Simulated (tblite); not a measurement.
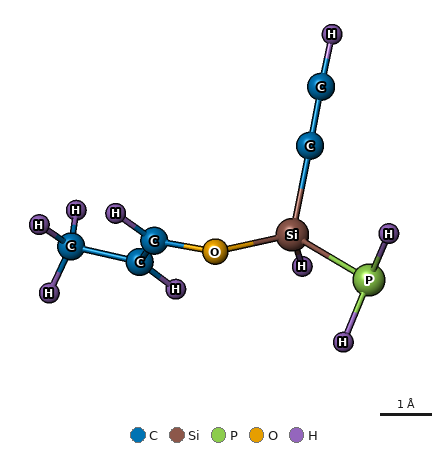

This is the input geometry for a relaxation of C₅H₉OPSi. The picture is a ball-and-stick view, seen at a tilt.

These are results of tblite 0.8.0, GFN2-xTB geometry optimisation, gas phase, not measurements.

```xyz
17

C    -2.1514    2.7154   -0.0114
C    -1.9048    1.5569    0.2010
Si   -1.4961   -0.1747    0.5600
P    -3.3159   -1.4001    0.1976
O    -0.2501   -0.7985   -0.4304
C     1.0791   -0.4537   -0.3856
C     1.7918   -0.4454    0.7471
C     3.2283   -0.0472    0.6420
H    -2.3924    3.7463   -0.1927
H    -1.2002   -0.3065    2.0068
H    -4.1034   -0.8698   -0.9116
H    -2.9476   -2.7925   -0.0763
H     1.5840   -0.1674   -1.3095
H     1.3446   -0.7196    1.6871
H     3.3542    0.9134    1.1530
H     3.5354    0.0612   -0.4066
H     3.8376   -0.8059    1.1692
```

Q: Where does the relaxation end?

A: The largest move after the best rigid fit is that of H12, 2.46 Å. Largest moves by element: H 2.46 Å, P 0.79 Å, C 0.56 Å, Si 0.45 Å, O 0.40 Å. Some distances before and after: Si3–O5 1.710 → 1.625 Å, P4–H12 1.466 → 1.384 Å, P4–H11 1.460 → 1.383 Å, C2–Si3 1.815 → 1.861 Å. Among the angles between lasting bonds that change: Si3–P4–H11 111.4° → 93.7°, H11–P4–H12 109.8° → 92.4°, Si3–P4–H12 110.4° → 95.7°. Groups turn about O5–C6 by about 55°. Over 221 geometry steps the energy falls by 23.0 kcal/mol. The run took 3.3 s on 1 thread of Arm Neoverse N1 (shared host).

The structure at the end:

```xyz
17

C    -1.7922    2.4170    0.2932
C    -1.6599    1.2273    0.4133
Si   -1.4914   -0.6225    0.5276
P    -3.1335   -1.7599   -0.4768
O    -0.2145   -1.1816   -0.3084
C     1.1043   -0.9041   -0.2342
C     1.6633    0.0063    0.5442
C     3.1296    0.2748    0.5910
H    -1.8998    3.4600    0.2008
H    -1.3933   -0.9369    1.9593
H    -4.0995   -1.3225    0.4106
H    -3.4460   -0.7712   -1.3934
H     1.6825   -1.5279   -0.9052
H     1.0367    0.6056    1.1889
H     3.3307    1.3138    0.3323
H     3.6640   -0.3708   -0.1005
H     3.5120    0.1047    1.5970
```

After the run, drawn alike:

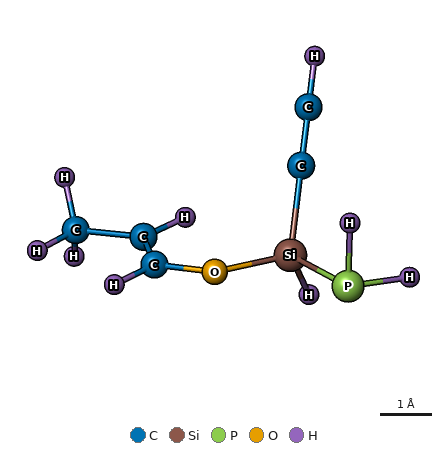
